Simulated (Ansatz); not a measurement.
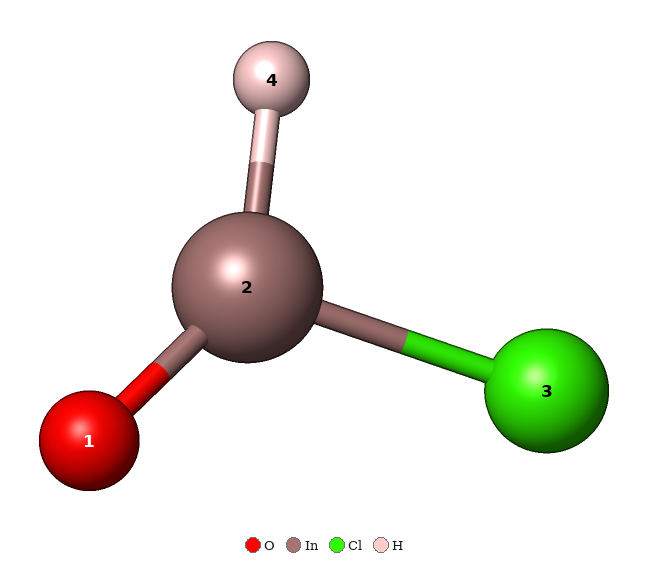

Charge −1, singlet. The geometry was computed by an optimisation with PBE0-D4/def2-TZVPD. No frequency run is at hand to confirm it as a minimum.

> How are the neighbours of atom 2 arranged?

In2 has 3 neighbours (O1 at 1.88, Cl3 at 2.50, H4 at 1.73 Å); the arrangement is trigonal planar.
